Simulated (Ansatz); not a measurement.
# Grüneisen parameters and expansion of SiC (Moissanite 3C, F-43m), part 2 of 3

Which modes of SiC (Moissanite 3C) drive its thermal expansion?

Ansatz 0.2.0; DFT LDA, scalar-relativistic, plane waves, PAW.

So far. Step 2 (Probe on a coarse mesh): The start is under -4.4 GPa at this level and looks like an insulator or semiconductor on this mesh. Step 4 (Relaxing to small residual forces and stress): The residual pressure is 0.0016 GPa, small enough for phonons.

## 5. Lattice dynamics at this volume, V/V0 1

Phonons at this volume give one point of F(V, T); meshes stay fixed along the series.

input.yaml reads:

```yaml
crystal:
  lattice:
    - [0.0, 2.164484123, 2.164484123]
    - [2.164484123, 0.0, 2.164484123]
    - [2.164484123, 2.164484123, 0.0]
  atoms:
    - { symbol: Si, position: [0.0, 0.0, 0.0] }
    - { symbol: C, position: [0.25, 0.25, 0.25] }
kpoints:
  mp_grid: { grid: [12, 12, 12] }
hamiltonian:
  xc: lda
scf:
  occupations: { method: fixed }
output:
  eigenvalues: true
phonons:
  method: dfpt
  dielectric: true
  rigid_motions: translations
  qmesh: [4, 4, 4]
  temperatures: { t_max: 1000, t_step: 50 }
  qpath:
    path:
      - [[0.0, 0.0, 0.0], [-0.5, -0.5, 0.0], [-0.375, -0.375, 0.25]]
      - [[-0.375, 0.0, 0.375], [0.0, 0.0, 0.0], [0.0, 0.0, 0.5], [-0.5, -0.25, 0.25], [-0.5, -0.5, 0.0]]
    npoints: 10
```

Run with:

```bash
$ ansatz run input.yaml --threads 4 --pin off --max-ram 8192MiB --backend cpu --events-out ev --progress --plain --runs-dir out
```

Numbers of over 12 decimals in the logs are rounded to 6 here.

Output:

```text
Warning: phonons: the dynamical matrix that this run interpolates holds no multipole term above the dipole-dipole one, and a site of this crystal is no centre of inversion, so its interpolated transverse optical and acoustic branches and sound speeds can stay off near Gamma, and the density of states and the thermodynamics with them. What a run solves at a wave vector of phonons.qpoints, Gamma apart, where the deck admits one, is free of this, and under fd what a larger phonons.supercell samples
[...]
Crystal: 2 atoms, lattice volume = 20.281 Å³
Basis set: ecut = 420 eV, 411 PW (Γ), exchange–correlation on 48×48×48 points (8 copies of the dense FFT grid, shifted against one another)
Bands: 8, of which v1, the nominal top of the filled ones, is band 4 counted from 1 (3 counted from 0)
Symmetry: 24 space group operations
k-points: 280 of 1728 (irreducible under 4 space group operations, time reversal used)
[...]
SCF iter   1: F=—  HF=-852.204248 eV  |F-HF|=—  |Δ(HF+E_count)|=         —  Δρ=7.56e-3  dr2=1.16e-2  ethr=1.77e-3  ⟨swp⟩=4.7  Hψ=15863  notcnv=0  defer=494
[...]
SCF iter   7: F=-852.200735 eV  HF=-852.200735 eV  |F-HF|=1.14e-12  |Δ(HF+E_count)|=  6.50e-11  Δρ=1.88e-7  dr2=2.81e-12  ethr=1.25e-12  ⟨swp⟩=5.8  Hψ=8761  notcnv=0
SCF 1 converged in 7 iterations: F = -852.200735 eV  dr2 = 2.81e-12
[...]
NSCF: frozen V_eff on 1 k-points
DFPT response loops at Γ: preconditioner auto → none (the input reference at scf.mixing.eps_inf says where Resta's filter doesn't serve); β = 0.50; Broyden in place of MSR1
── the response to a field inside a basis, on 12×12×12 k-points: an SCF that follows is theirs, and a resumed run solves both again ──
Bands: 5, of which v1, the nominal top of the filled ones, is band 4 counted from 1 (3 counted from 0)
k-points: 182 of 1728 (irreducible under 6 space group operations, time reversal used)
[...]
Eigensolver: Dense (182 Hₖ)
SCF iter   1: F=—  HF=-852.203122 eV  |F-HF|=—  |Δ(HF+E_count)|=         —  Δρ=5.06e-4  dr2=7.78e-6  ethr=1.00e-1
[...]
SCF iter   4: F=-852.203124 eV  HF=-852.203124 eV  |F-HF|=3.75e-12  |Δ(HF+E_count)|=   6.49e-8  Δρ=4.28e-6  dr2=1.10e-9  ethr=4.33e-9
SCF 1 converged in 4 iterations: F = -852.203124 eV  dr2 = 1.10e-9
[...]
DFPT response loops at q = (0, 0, -0.5) (fractional): preconditioner auto → Resta (q_TF=auto, 2.336 Å⁻¹)  ε∞=6.8 (no band partly filled); β = 1.00, the filter's whole step (`scf.mixing.beta` (0.50) is not read by the response loops at its default; to damp them type it under 1.00, their step now; it binds the ground state too); Broyden in place of MSR1
[...]
SCF converged after 7 iterations
Free energy (F): -852.200735 eV
[...]
Internal energy: -852.200735 eV  (E = F + TS)
E sigma→0 (E₀):  -852.200735 eV
Fermi energy:    9.497009 eV
[...]
--- Band table (eV; the first three rows and the last of 280) ---
[...]
--- Phonons (Γ-DFPT): 2 representative perturbations + reference, on 280 of 1728 k-points (Σ response iterations 6) ---
  k mesh reduced under 4 symmetry operations, with k and −k counted as one. Each operation leaves every solved perturbation unchanged. A smaller set is not considered because the run solves the response to a homogeneous field
  ASR residual: 1.911e-4 → 0.000e0 eV/Å²; symmetrization residual: 1.626e-7 eV/Å²
  ASR residual per site (eV/Å²): 4.28e-5 1.91e-4
  Γ frequencies (cm⁻¹): 0.00 0.00 0.00 797.57 797.57 797.57
  ε∞ (high-frequency dielectric tensor):
        6.922246    -0.000000    -0.000000
       -0.000000     6.922246     0.000000
       -0.000000     0.000000     6.922246
  ε⁰ (static dielectric tensor: ions relaxed, cell fixed):
       10.302453    -0.000000    -0.000000
       -0.000000    10.302453    -0.000000
       -0.000000    -0.000000    10.302453
  ε⁰ − ε∞ (ionic part):
        3.380207    -0.000000     0.000000
       -0.000000     3.380207    -0.000000
        0.000000    -0.000000     3.380207
  softest optical mode at Γ: 797.57 cm⁻¹; the repairs (sum rule, projections) moved no ω² at Γ by more than (2.09 cm⁻¹)²
  Born effective charges Z* (e; rows j = field, columns β = displacement):
    site 0:
         2.73056   -0.00000   -0.00000
        -0.00000    2.73056    0.00000
         0.00000    0.00000    2.73056
    site 1:
        -2.73056    0.00000    0.00000
         0.00000   -2.73056   -0.00000
        -0.00000   -0.00000   -2.73056
  Z* charge neutrality: 1.182e-3 e pre-enforcement
  solved inside a basis spanned on kpoints, on 12×12×12 k-points, its susceptibility summed on 16×16×16: ε∞ is read to err by 2.0e-2, Z* by 9.7e-3 e (field_mesh: kpoints solves on kpoints); Z* is corrected for what the basis lacks
  optical modes at Γ without the LO–TO term, one row a degenerate level:
      ω (cm⁻¹)  modes    IR ((D/Å)²/amu)
        797.57      3            61.3385
  optical modes at Γ + LO–TO along q̂ = [1.0000, 0.0000, 0.0000]:
      ω (cm⁻¹)  modes    IR ((D/Å)²/amu)
        797.57      2            40.8923
        973.00      1            20.4462
  optical modes at Γ + LO–TO along q̂ = [0.0000, 1.0000, 0.0000]:
      ω (cm⁻¹)  modes    IR ((D/Å)²/amu)
        797.57      2            40.8923
        973.00      1            20.4462
  optical modes at Γ + LO–TO along q̂ = [0.0000, 0.0000, 1.0000]:
      ω (cm⁻¹)  modes    IR ((D/Å)²/amu)
        797.57      2            40.8923
        973.00      1            20.4462
--- Phonons (arbitrary-q DFPT): 8 irreducible q on the 4×4×4 mesh ---
  q = [0.0000, 0.0000, 0.0000] (star 1, of the zone-centre solve; hermiticity 1.65e-8, symmetrization 5.42e-16): -0.00 -0.00 0.00 797.57 797.57 797.57
  q = [0.0000, 0.0000, 0.2500] (star 8, 2 solved perturbations on 936 of 1728 k-point pairs; hermiticity 2.36e-8, symmetrization 3.08e-15): 196.10 196.10 406.08 783.75 783.75 924.86
[...]
q = [0.0000, 0.2500, 0.2500] (star 6, 4 solved perturbations in 1608 linear systems a pass and spin channel, the states on 510 of 1728 k-point pairs; hermiticity 2.07e-8, symmetrization 1.57e-15): 275.29 275.29 402.01 782.00 782.00 928.37
[...]
sum rule: each row above includes the acoustic sum rule's correction from the zone centre's row sums; it moved no ω² by more than (2.08 cm⁻¹)²
  mesh force constants: q→R imaginary residual 1.22e-18; ASR residual 1.911e-4 → 0.000e0 eV/Å²; symmetrization residual 1.776e-14 eV/Å²
  interpolated dispersion: 63 rows × 6 modes
  density of states and harmonic sums: on the 28×28×28 q-mesh, interpolated from the force constants of a 4×4×4 supercell (with the dipole–dipole term)
  largest difference from the sums on the solved wave vectors: F 6.81e-3 eV, S 1.09e-5 and C_V 3.97e-6 eV/K
  zero-point energy: 0.222301 eV/cell   skipped modes (ω ≤ 0): 3   left out of the sums: 2.28e-5 of the cell's modes: C_V's classical limit lies that fraction below 3 k_B per atom; for a crystal, a wire or a layer, F and S can be off by more, and a phonons.interpolated_qmesh denser along its periods is the remedy for the sampling
```

Wall time 48 s (4 threads of Arm Neoverse V2, shared host); peak memory 0.97 GiB; 3.1 min of CPU time.

Numbers from this step:

* Γ frequencies: 0, 0, 0, 797.6, 797.6, 797.6 cm⁻¹ (negative: imaginary)
* lowest frequency on the path: 0 cm⁻¹
* zero-point energy: 0.2223 eV/cell
* point group: -43m
* highest frequency: 973 cm⁻¹
* Debye temperature from the second moment: 1189 K

LO-TO term included. The phonon branches at the labelled points (cm⁻¹):

```csv
point,branch 1,branch 2,branch 3,branch 4,branch 5,branch 6
Γ,0,0,0,798,798,973
X,365,365,635,767,767,829
U,352,446,569,759,762,860
jump to K,352,446,569,759,762,860
Γ,0,0,0,798,798,973
L,260,260,616,772,772,839
W,402,462,538,744,778,858
X,365,365,635,767,767,829
```

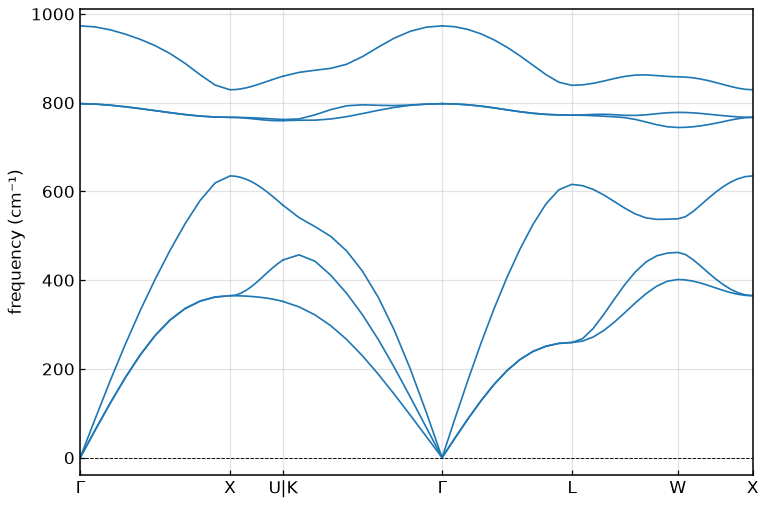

Phonon branches along the path.

The phonon density of states has structure finer than the step of the table below, so its rows give means over 50 cm⁻¹, whole bins alone (the curve runs from 5 to 975 cm⁻¹). Peaks (cm⁻¹: height): 365.0: 0.0138, 775.0: 0.0821, 865.0: 0.0302.

Tetrahedra on 28 28 28, mean over bins of 10 cm⁻¹. The phonon density of states by wavenumber; means over each step:

```csv
wavenumber (cm⁻¹),phonon density of states (1/cm⁻¹/cell)
50,1.1e-4
100,4.5e-4
150,0.00109
200,0.00231
250,0.00573
300,0.00936
350,0.0122
400,0.00807
450,0.00544
500,0.00377
550,0.00888
600,0.00254
650,7.3e-5
700,0
750,0.0211
800,0.0189
850,0.0123
900,0.00582
950,0.00191
```

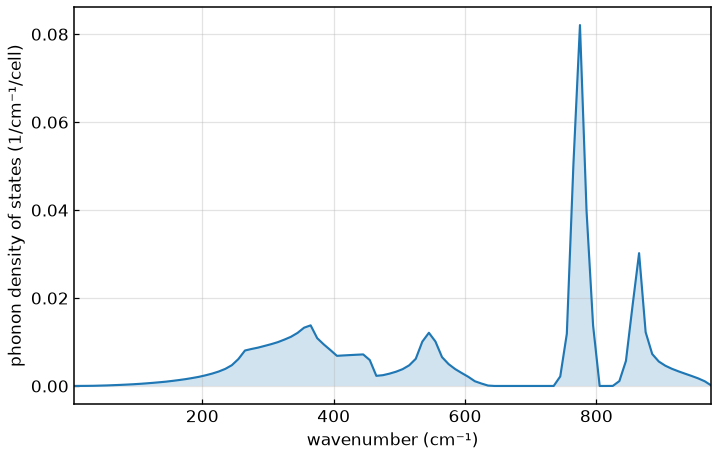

Phonon density of states against wavenumber.

Harmonic. Thermo, by row:

```csv
T (K),F_vib (meV/atom),S (J/mol-atom/K),C_V (J/mol-atom/K)
0,111.2,0,0
50,111.1,0.074,0.257
100,111,0.747,2.211
150,110.2,2.187,5.149
200,108.6,4.087,8.191
250,106,6.224,11.01
300,102.2,8.452,13.43
350,97.2,10.68,15.41
400,91.1,12.84,17
450,83.9,14.92,18.26
500,75.66,16.9,19.28
550,66.41,18.77,20.09
600,56.21,20.55,20.75
650,45.12,22.23,21.29
700,33.18,23.83,21.74
750,20.44,25.34,22.11
800,6.93,26.78,22.43
850,-7.3,28.15,22.69
900,-22.23,29.45,22.92
950,-37.82,30.7,23.11
1000,-54.04,31.89,23.28
```

The modes has structure finer than the step of the table below, so its rows give means over 100 cm⁻¹, whole bins alone (the curve runs from -10 to 1010 cm⁻¹). Peaks (cm⁻¹: height): C 772.9: 0.0545, 862.7: 0.0218; Si 355.8: 0.0113, 548.3: 0.0103, 772.9: 0.0123, 862.7: 0.00227.

Phonopy on the run's constants, 21x21x21 mesh, Gaussian sigma 7.3 cm⁻¹. Table of modes by wavenumber; means over each step; values in 1/cm⁻¹/cell:

```csv
wavenumber (cm⁻¹),C,Si
100,1.4e-4,3.5e-4
200,6.8e-4,0.00187
300,0.00204,0.00728
400,0.00142,0.00755
500,6.4e-4,0.00471
600,1.6e-4,0.00313
700,5.7e-4,5.2e-5
800,0.0167,0.00375
900,0.00741,0.00120
```

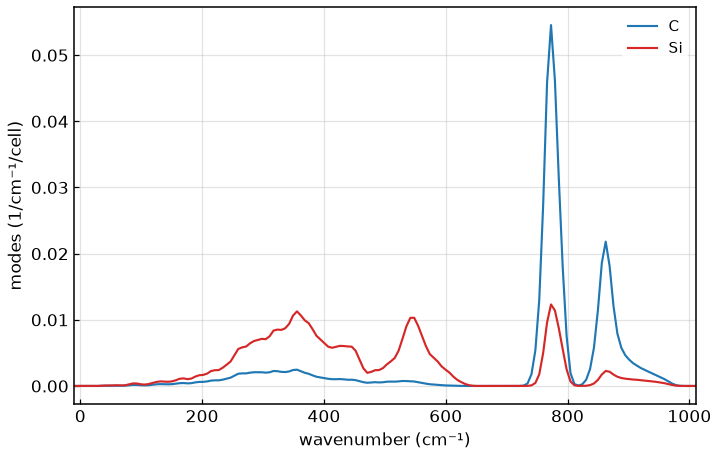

Modes against wavenumber.

Born charge (rows field, columns displacement) (e), principal values of the symmetric part by kind of site:

```csv
atom,atoms with these values,low,middle,high,mean
Si1,1,2.73,2.73,2.73,2.73
C2,1,-2.73,-2.73,-2.73,-2.73
```

In full for Si1:

```
2.73 0.00 0.00
0.00 2.73 0.00
0.00 0.00 2.73
```

ε∞:

```
6.92 0.00 0.00
0.00 6.92 0.00
0.00 0.00 6.92
```

No LO-TO term. The modes at Γ (shares of kinetic energy by element, %):

```csv
mode,frequency (cm⁻¹),symmetry,Si %,C %
1,0.0,T2,70,30
2,0.0,T2,70,30
3,0.0,T2,70,30
4,797.6,T2,30,70
5,797.6,T2,30,70
6,797.6,T2,30,70
```

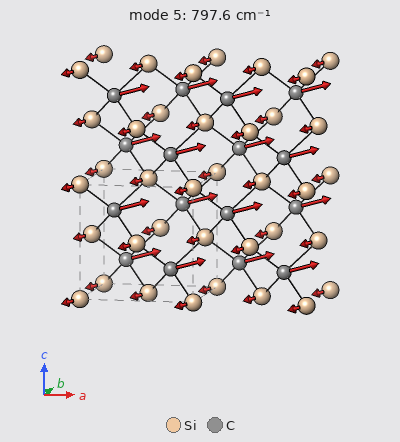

Displacement patterns of mode 5 at Γ; arrows are exaggerated. Bonds to atoms that aren't drawn are left out. 2×1×2 conventional cells are drawn. Some periodic images of atoms are drawn too.

No mode is imaginary beyond numerical noise at the solved wavevectors.

## 6. Single point at a scaled cell, V/V0 1.015

Symmetry fixes every atom, so a single point at the scaled cell gives the energy and pressure of this member.

input.yaml, the sections that differ from step 5:

```yaml
crystal:
  lattice:
    - [0.0, 2.175252878, 2.175252878]
    - [2.175252878, 0.0, 2.175252878]
    - [2.175252878, 2.175252878, 0.0]
  atoms:
    - { symbol: Si, position: [0.0, 0.0, 0.0] }
    - { symbol: C, position: [0.25, 0.25, 0.25] }
output:
  forces: true
  stress: true
  eigenvalues: true
# kpoints, hamiltonian, scf: as in step 5
# phonons: removed
```

Output:

```text
[...]
Crystal: 2 atoms, lattice volume = 20.585 Å³
Basis set: ecut = 420 eV, 411 PW (Γ)
Bands: 8, of which v1, the nominal top of the filled ones, is band 4 counted from 1 (3 counted from 0)
Symmetry: 24 space group operations
[...]
k-points: 72 of 1728 (time reversal used)
[...]
SCF iter   1: F=—  HF=-852.201278 eV  |F-HF|=—  |Δ(HF+E_count)|=         —  Δρ=7.63e-3  dr2=1.24e-2  ethr=1.77e-3  ⟨swp⟩=4.6  Hψ=4070  notcnv=0  defer=120
[...]
SCF iter   6: F=-852.197533 eV  HF=-852.197533 eV  |F-HF|=5.73e-11  |Δ(HF+E_count)|=   6.05e-9  Δρ=1.55e-6  dr2=1.77e-10  ethr=2.20e-10  ⟨swp⟩=3.5  Hψ=3050  notcnv=0
SCF 1 converged in 6 iterations: F = -852.197533 eV  dr2 = 1.77e-10
[...]
SCF converged after 6 iterations
Free energy (F): -852.197533 eV
[...]
Internal energy: -852.197533 eV  (E = F + TS)
E sigma→0 (E₀):  -852.197533 eV
Fermi energy:    9.308682 eV
[...]
--- Stress (GPa, compression-positive) ---
       -3.318379       0.000000      -0.000000
       -0.000000      -3.318379       0.000000
       -0.000000       0.000000      -3.318379
  P = ⅓ Tr σ = -3.3184 GPa (-33.184 kbar)
--- Band table (eV; the first three rows and the last of 72) ---
[...]
```

The job ended after 0.45 s (4 threads; peak memory 0.26 GiB; 1.3 s of CPU time).

This step gave:

```yaml
pressure: -3.318 GPa
gap_on_the_k_mesh: 1.313 eV
volume_per_atom: 10.29 Å³
```

At this level the gap is 1.31 eV on the k-mesh of the self-consistent run, which can miss the band edges.

## 7. Phonons, V/V0 1.015

Phonons at this volume give one point of F(V, T); meshes stay fixed along the series.

input.yaml, the sections that differ from step 6:

```yaml
output:
  eigenvalues: true
phonons:
  method: dfpt
  dielectric: true
  rigid_motions: translations
  qmesh: [4, 4, 4]
  temperatures: { t_max: 1000, t_step: 50 }
  qpath:
    path:
      - [[0.0, 0.0, 0.0], [-0.5, -0.5, 0.0], [-0.375, -0.375, 0.25]]
      - [[-0.375, 0.0, 0.375], [0.0, 0.0, 0.0], [0.0, 0.0, 0.5], [-0.5, -0.25, 0.25], [-0.5, -0.5, 0.0]]
    npoints: 10
# crystal, kpoints, hamiltonian, scf: as in step 6
```

Output:

```text
[...]
Crystal: 2 atoms, lattice volume = 20.585 Å³
Basis set: ecut = 420 eV, 411 PW (Γ), exchange–correlation on 48×48×48 points (8 copies of the dense FFT grid, shifted against one another)
Bands: 8, of which v1, the nominal top of the filled ones, is band 4 counted from 1 (3 counted from 0)
Symmetry: 24 space group operations
[...]
optical modes at Γ + LO–TO along q̂ = [0.0000, 1.0000, 0.0000]:
      ω (cm⁻¹)  modes    IR ((D/Å)²/amu)
        784.13      2            40.5757
        957.52      1            20.2878
  optical modes at Γ + LO–TO along q̂ = [0.0000, 0.0000, 1.0000]:
      ω (cm⁻¹)  modes    IR ((D/Å)²/amu)
        784.13      2            40.5757
        957.52      1            20.2878
--- Phonons (arbitrary-q DFPT): 8 irreducible q on the 4×4×4 mesh ---
[...]
interpolated dispersion: 63 rows × 6 modes
[...]
[key lines of the parts left out:]
SCF converged after 7 iterations
Free energy (F): -852.197533 eV
Fermi energy:    9.308686 eV
```

Elapsed: 49 s, on 4 threads; peak memory 0.97 GiB; 3.1 min of CPU time.

No mode is imaginary beyond numerical noise at the solved wavevectors. The highest zone-centre mode (no LO–TO term) moved by -1.7 % for a volume change of +1.5 %.

## 8. Single point at a scaled cell, V/V0 0.985

Symmetry fixes every atom, so a single point at the scaled cell gives the energy and pressure of this member.

The cell differs from the one that the last finished run ended in (a 3.076 → 3.046 Å, b 3.076 → 3.046 Å, c 3.076 → 3.046 Å).

input.yaml, the sections that differ from step 7:

```yaml
crystal:
  lattice:
    - [0.0, 2.1536071348, 2.1536071348]
    - [2.1536071348, 0.0, 2.1536071348]
    - [2.1536071348, 2.1536071348, 0.0]
  atoms:
    - { symbol: Si, position: [0.0, 0.0, 0.0] }
    - { symbol: C, position: [0.25, 0.25, 0.25] }
output:
  forces: true
  stress: true
  eigenvalues: true
# kpoints, hamiltonian, scf: as in step 7
# phonons: removed
```

Output:

```text
[...]
Crystal: 2 atoms, lattice volume = 19.977 Å³
Basis set: ecut = 420 eV, 387 PW (Γ)
Bands: 8, of which v1, the nominal top of the filled ones, is band 4 counted from 1 (3 counted from 0)
Symmetry: 24 space group operations
[...]
k-points: 72 of 1728 (time reversal used)
[...]
Free energy (F): -852.197350 eV
[...]
Internal energy: -852.197350 eV  (E = F + TS)
E sigma→0 (E₀):  -852.197350 eV
Fermi energy:    9.690832 eV
[...]
--- Stress (GPa, compression-positive) ---
        3.573702       0.000000       0.000000
        0.000000       3.573702       0.000000
       -0.000000       0.000000       3.573702
  P = ⅓ Tr σ = 3.5737 GPa (35.737 kbar)
--- Band table (eV; the first three rows and the last of 72) ---
[...]
[key lines of the parts left out:]
SCF converged after 6 iterations
```

It took 0.44 s on 4 threads; peak memory 0.26 GiB.

The run ends at a pressure of 3.57 GPa.

## 9. Phonons, V/V0 0.985

Phonons at this volume give one point of F(V, T); meshes stay fixed along the series.

input.yaml, the sections that differ from step 8:

```yaml
output:
  eigenvalues: true
phonons:
  method: dfpt
  dielectric: true
  rigid_motions: translations
  qmesh: [4, 4, 4]
  temperatures: { t_max: 1000, t_step: 50 }
  qpath:
    path:
      - [[0.0, 0.0, 0.0], [-0.5, -0.5, 0.0], [-0.375, -0.375, 0.25]]
      - [[-0.375, 0.0, 0.375], [0.0, 0.0, 0.0], [0.0, 0.0, 0.5], [-0.5, -0.25, 0.25], [-0.5, -0.5, 0.0]]
    npoints: 10
# crystal, kpoints, hamiltonian, scf: as in step 8
```

Output:

```text
[...]
Crystal: 2 atoms, lattice volume = 19.977 Å³
Basis set: ecut = 420 eV, 387 PW (Γ), exchange–correlation on 48×48×48 points (8 copies of the dense FFT grid, shifted against one another)
Bands: 8, of which v1, the nominal top of the filled ones, is band 4 counted from 1 (3 counted from 0)
Symmetry: 24 space group operations
[...]
optical modes at Γ + LO–TO along q̂ = [0.0000, 1.0000, 0.0000]:
      ω (cm⁻¹)  modes    IR ((D/Å)²/amu)
        811.43      2            41.2196
        988.93      1            20.6098
  optical modes at Γ + LO–TO along q̂ = [0.0000, 0.0000, 1.0000]:
      ω (cm⁻¹)  modes    IR ((D/Å)²/amu)
        811.43      2            41.2196
        988.93      1            20.6098
--- Phonons (arbitrary-q DFPT): 8 irreducible q on the 4×4×4 mesh ---
[...]
interpolated dispersion: 63 rows × 6 modes
[...]
[key lines of the parts left out:]
SCF converged after 7 iterations
Free energy (F): -852.197350 eV
Fermi energy:    9.690826 eV
```

Wall time 49 s (4 threads); peak memory 0.95 GiB; 3.1 min of CPU time.

No mode is imaginary beyond numerical noise at the solved wavevectors. The highest zone-centre mode (no LO–TO term) moved by +1.7 % for a volume change of -1.5 %.

## 10. Single point at a scaled cell, V/V0 1.03

Symmetry fixes every atom, so a single point at the scaled cell gives the energy and pressure of this member.

input.yaml, the sections that differ from step 9:

```yaml
crystal:
  lattice:
    - [0.0, 2.1859160527, 2.1859160527]
    - [2.1859160527, 0.0, 2.1859160527]
    - [2.1859160527, 2.1859160527, 0.0]
  atoms:
    - { symbol: Si, position: [0.0, 0.0, 0.0] }
    - { symbol: C, position: [0.25, 0.25, 0.25] }
output:
  forces: true
  stress: true
  eigenvalues: true
# kpoints, hamiltonian, scf: as in step 9
# phonons: removed
```

Output:

```text
[...]
Crystal: 2 atoms, lattice volume = 20.890 Å³
Basis set: ecut = 420 eV, 411 PW (Γ)
Bands: 8, of which v1, the nominal top of the filled ones, is band 4 counted from 1 (3 counted from 0)
Symmetry: 24 space group operations
[...]
k-points: 72 of 1728 (time reversal used)
[...]
Free energy (F): -852.188243 eV
[...]
Internal energy: -852.188243 eV  (E = F + TS)
E sigma→0 (E₀):  -852.188243 eV
Fermi energy:    9.125114 eV
[...]
--- Stress (GPa, compression-positive) ---
       -6.405077      -0.000000       0.000000
       -0.000000      -6.405077       0.000000
       -0.000000       0.000000      -6.405077
  P = ⅓ Tr σ = -6.4051 GPa (-64.051 kbar)
--- Band table (eV; the first three rows and the last of 72) ---
[...]
[key lines of the parts left out:]
SCF converged after 6 iterations
```

Wall time 0.46 s (4 threads); peak memory 0.27 GiB; 1.4 s of CPU time.

The run ends at a pressure of -6.41 GPa.

(Continued in part 3 of 3.)

[Logs are printed without paths, hosts, clocks, repeated set-up lines and the standing remarks that a program may print on its own settings, such as how far it seeks lower states.]

[Hosts, paths, dates, database ids (printed as entryN), source tags and the programs' standing remarks are cut or masked in the printed files.]

[A step with changed settings may run another functional than the one named; its input shows which.]

[Of the runs on displaced cells, only some may be shown.]
